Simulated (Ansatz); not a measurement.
**Si2H4OF2 (SMILES O[SiH](F)[SiH2]F): SVWN5/def2-SVP**

What is the energy change on altering one bond length of Si2H4OF2 at SVWN5/def2-SVP? 

The results are computed with Ansatz 0.2.0.

57 further runs of the same task are left out: 57 set aside as unsound or not needed.

## Step 1: The system as given

Si2H4OF2 has 9 atoms, charge 0, and is taken as a singlet. SMILES: `O[SiH](F)[SiH2]F`. Geometry: relaxed at PBE0-D4/def2-TZVP. This is one conformer, not always the lowest.

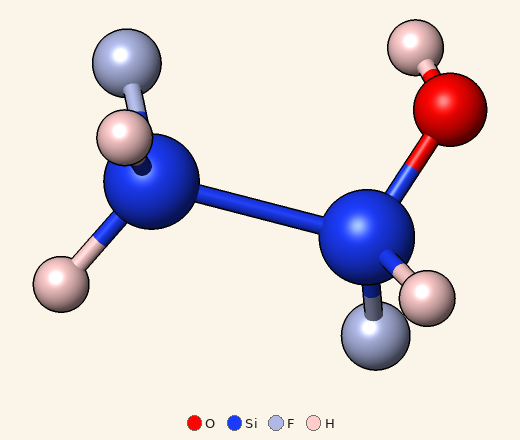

The structure, seen from a chosen angle (oxygen red, silicon blue, fluorine light blue, hydrogen pink).

## Step 2: The energy at SVWN5/def2-SVP

The input, molecule.yaml:

```yaml
crystal:
  periodic: [false, false, false]
  atoms:
    - {symbol: O, position_ang: [0.844300, 1.766700, -0.485000]}
    - {symbol: Si, position_ang: [0.969400, 0.137800, -0.453100]}
    - {symbol: F, position_ang: [0.986700, -0.459700, -1.938500]}
    - {symbol: Si, position_ang: [-0.894000, -0.772400, 0.668300]}
    - {symbol: F, position_ang: [-2.133900, 0.202600, 0.333800]}
    - {symbol: H, position_ang: [-0.014200, 2.154900, -0.665100]}
    - {symbol: H, position_ang: [2.284600, -0.163900, 0.153800]}
    - {symbol: H, position_ang: [-1.253000, -2.143900, 0.226600]}
    - {symbol: H, position_ang: [-0.701500, -0.768300, 2.142300]}
basis:
  gaussian:
    orbitals: def2-SVP
hamiltonian:
  xc: {name: SVWN5}
output: {orbitals: {seedname: orbitals}}
accuracy: high
```

Launch:

```sh
$ ansatz run molecule.yaml --threads 1 --pin off --max-ram 2610MiB --events-out events.jsonl --progress --plain --runs-dir runs
```

The program printed:

```text
Warning: RAYON_NUM_THREADS=1 ignored (pool sized by the plan → 1); use --threads N
Functional definition: SVWN5
  name "SVWN5"
  exchange = slater_x
  correlation = vwn5_c
2049 factors; integrals over basis functions are off by at most 5.5e-9 eV
mean field evaluation 1: about -23174.6614 eV, gradient 6.4e1 eV
mean field evaluation 2: about -23133.2203 eV, gradient 1.6e2 eV
mean field evaluation 4: about -23181.2720 eV, gradient 1.5e1 eV
mean field evaluation 8: about -23181.5994 eV, gradient 5.3e-1 eV
mean field evaluation 16: about -23181.6001 eV, gradient 2.9e-5 eV
mean field -23181.60011502 eV, -851.9080911742 hartree, gradient 2.7e-8 eV, S^2 0.000000; 0 other end points of the search recorded, 0 dependent functions left out
reference -23181.60011840 eV, -851.9080912984 hartree; 29, 29 occupied and 69, 69 virtual orbitals, 2049 factors
Total energy: -23181.60011840 eV, -851.9080912984 hartree
```

Run time: 5.1 s. Hardware: 1 thread of Arm Neoverse V2, shared host; peak memory 0.24 GiB.

## Step 3: The distorted shape, same level

The input, input.yaml:

```yaml
crystal:
  periodic: [false, false, false]
  atoms:
    - symbol: O
      position_ang: [0.647016, 1.811956, -0.576037]
    - symbol: Si
      position_ang: [0.772116, 0.183056, -0.544137]
    - symbol: F
      position_ang: [0.789416, -0.414444, -2.029537]
    - symbol: Si
      position_ang: [-1.091284, -0.727144, 0.577263]
    - symbol: F
      position_ang: [-2.331184, 0.247856, 0.242763]
    - symbol: H
      position_ang: [-0.211484, 2.200156, -0.756137]
    - symbol: H
      position_ang: [2.284600, -0.163900, 0.153800]
    - symbol: H
      position_ang: [-1.450284, -2.098644, 0.135563]
    - symbol: H
      position_ang: [-0.898784, -0.723044, 2.051263]
basis:
  gaussian: {orbitals: def2-SVP}
hamiltonian: {xc: {name: SVWN5}}
accuracy: high
output: {orbitals: {seedname: orbitals}}
```

Launch:

```sh
$ ansatz run input.yaml --threads 1 --pin off --max-ram 2610MiB --events-out events.jsonl --progress --plain --runs-dir runs
```

The program printed:

```text
Warning: RAYON_NUM_THREADS=1 ignored (pool sized by the plan → 1); use --threads N
[... 4 set-up lines as earlier in the session ...]
2042 factors; integrals over basis functions are off by at most 7.4e-9 eV
mean field evaluation 1: about -23174.3818 eV, gradient 6.5e1 eV
mean field evaluation 2: about -23131.2597 eV, gradient 1.6e2 eV
mean field evaluation 4: about -23180.9809 eV, gradient 1.5e1 eV
mean field evaluation 8: about -23181.3360 eV, gradient 5.4e-1 eV
mean field evaluation 16: about -23181.3367 eV, gradient 3.7e-5 eV
mean field -23181.33666136 eV, -851.8984094307 hartree, gradient 3.6e-8 eV, S^2 0.000000; 0 other end points of the search recorded, 0 dependent functions left out
reference -23181.33666477 eV, -851.8984095558 hartree; 29, 29 occupied and 69, 69 virtual orbitals, 2042 factors
Total energy: -23181.33666477 eV, -851.8984095558 hartree
```

It took 5.1 s on 1 thread of Arm Neoverse V2, shared host; peak memory 0.24 GiB.

## Step 4: Results

At SVWN5/def2-SVP:

| quantity | value |
| --- | --- |
| first shape: total energy | -851.90809 Eh |
| first shape: HOMO energy | -6.84 eV |
| first shape: LUMO energy | -1.81 eV |
| first shape: HOMO–LUMO gap | 5.03 eV |
| distorted shape: total energy | -851.89841 Eh |
| distorted shape: HOMO energy | -6.83 eV |
| distorted shape: LUMO energy | -1.88 eV |
| distorted shape: HOMO–LUMO gap | 4.95 eV |
| energy change with the Si2–H7 bond stretched from 1.480 to 1.702 Å | 0.263 eV |

In words: With the Si2–H7 bond stretched from 1.480 to 1.702 Å the energy rises by 0.26 eV (6.1 kcal/mol). The first shape isn't relaxed at this level, so the change isn't measured from a minimum.
